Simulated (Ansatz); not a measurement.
# PN (phosphorus nitride) at CCSDT(Q)/STO-3G

What is the energy change on altering one bond length of PN (phosphorus nitride) at CCSDT(Q)/STO-3G? 

Program for the calculation: Ansatz 0.2.0.

46 further runs of the same task are left out: 12 that didn't finish, 34 set aside as unsound or not needed.

### 1 The structure to begin with

PN has 2 atoms, charge 0, and is taken as a singlet. As SMILES, `N#P`. Geometry: the measured bond length.

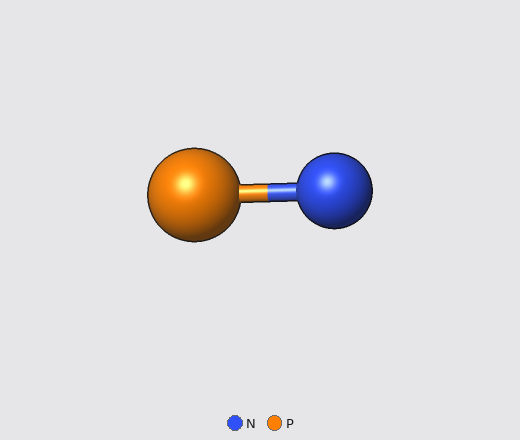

The structure, seen from a chosen angle (nitrogen blue, phosphorus orange).

### 2 The energy at CCSDT(Q)/STO-3G

molecule.yaml reads:

```yaml
crystal:
  periodic: [false, false, false]
  atoms:
    - {symbol: "N", position_ang: [0.000000, 0.000000, 0.000000]}
    - {symbol: P, position_ang: [0.000000, 0.000000, 1.490866]}
basis:
  gaussian: {orbitals: STO-3G}
correlation: {method: ccsdt_q, frozen_orbitals: {"N": 1, P: 5}}
accuracy: high
scf: {omitted_lower_state_checks: [cluster_reference, increment]}
```

The run is started by

```
$ ansatz run molecule.yaml --threads 1 --pin off --max-ram 2610MiB --events-out events.jsonl --progress --plain --runs-dir runs
```

Standard output, cut to the lines that bear on the results:

```text
Warning: RAYON_NUM_THREADS=1 ignored (pool sized by the plan → 1); use --threads N
Functional definition: HF
  name "HF"
[...]
224 factors; integrals over basis functions are off by at most 8.7e-9 eV
[...]
mean field -10628.54257783 eV, -390.5917354505 hartree, gradient 2.8e-8 eV, S^2 0.000000; 0 other end points of the search recorded, 0 dependent functions left out; unrestricted orbitals would lower it
6 core orbitals not correlated: weight in the atoms' cores, before any rotation towards them, 1.000 or more for the frozen orbitals, at most 0.000 for the correlated occupied ones
reference -10628.54257783 eV, -390.5917354505 hartree; 5, 5 occupied and 3, 3 virtual orbitals, 224 factors
second order -5.03448592 eV of doubles, -0.00000000 eV of singles
cycle   1  -4.18853534 eV  change    8.5e-1 eV  update   1.0e-1
[...]
cycle  24  -4.64603190 eV  change  -7.6e-10 eV  update  1.3e-10
perturbative correction -0.10856217 eV, -0.0039895862 hartree
Total energy: -10633.29717191 eV, -390.7664635599 hartree
Checks for a lower state left out: cluster_reference, increment
```

Wall time 0.28 s (1 thread of Intel Xeon 6975P-C (Granite Rapids), shared host).

### 3 The distorted shape at the same level

in.yaml reads:

```yaml
crystal:
  periodic: [false, false, false]
  atoms:
    - {symbol: "N", position_ang: [0.000000, 0.000000, -0.372734]}
    - {symbol: P, position_ang: [0.000000, 0.000000, 1.490866]}
basis:
  gaussian:
    orbitals: STO-3G
accuracy: high
scf:
  omitted_lower_state_checks: [cluster_reference, increment]
correlation:
  method: ccsdt_q
  frozen_orbitals: {"N": 1, P: 5}
```

The run is started by

```
$ ansatz run in.yaml --threads 1 --pin off --max-ram 2610MiB --events-out events.jsonl --progress --plain --runs-dir runs
```

Standard output, cut to the lines that bear on the results:

```text
Warning: RAYON_NUM_THREADS=1 ignored (pool sized by the plan → 1); use --threads N
[... 2 set-up lines as earlier in the session ...]
[...]
224 factors; integrals over basis functions are off by at most 1.1e-8 eV
[...]
mean field -10624.62037561 eV, -390.4475971773 hartree, gradient 8.3e-9 eV, S^2 0.000000; 8 other end points of the search recorded, 0 dependent functions left out; unrestricted orbitals would lower it
6 core orbitals not correlated: weight in the atoms' cores, before any rotation towards them, 1.000 or more for the frozen orbitals, at most 0.000 for the correlated occupied ones
reference -10624.62037561 eV, -390.4475971773 hartree; 5, 5 occupied and 3, 3 virtual orbitals, 224 factors
second order -3.33935222 eV of doubles, -0.00000000 eV of singles
cycle   1  -3.29604397 eV  change    4.3e-2 eV  update   3.0e-1
[...]
cycle  34  -6.86534496 eV  change  -1.3e-10 eV  update  1.3e-10
perturbative correction -0.40896832 eV, -0.0150293086 hartree
Total energy: -10631.89468889 eV, -390.7149232598 hartree
Checks for a lower state left out: cluster_reference, increment
```

It took 0.36 s on 1 thread of Intel Xeon 6975P-C (Granite Rapids), shared host.

### 4 Outcome

At CCSDT(Q)/STO-3G, 6 core orbitals frozen:

| quantity | value |
| --- | --- |
| first shape: total energy | -390.76646 Eh |
| first shape: correlation energy (6 core orbitals frozen) | -174.7 mEh |
| first shape: T1 diagnostic | 0.006 |
| distorted shape: total energy | -390.71492 Eh |
| distorted shape: correlation energy (6 core orbitals frozen) | -267.3 mEh |
| distorted shape: T1 diagnostic | 0.233 |
| energy change with the N1–P2 bond stretched from 1.491 to 1.864 Å | 1.402 eV |

**Reading.** With the N1–P2 bond stretched from 1.491 to 1.864 Å the energy rises by 1.40 eV (135 kJ/mol). The first shape isn't relaxed at this level, so the change isn't measured from a minimum. The minimal basis adds a large error of its own. The restricted solution (first shape) is unstable to spin breaking: an unrestricted one lies lower. The T1 diagnostic (distorted shape) of 0.233 is above the customary mark for such species, so a single reference may not serve. The restricted solution (distorted shape) is unstable to spin breaking: an unrestricted one lies lower.
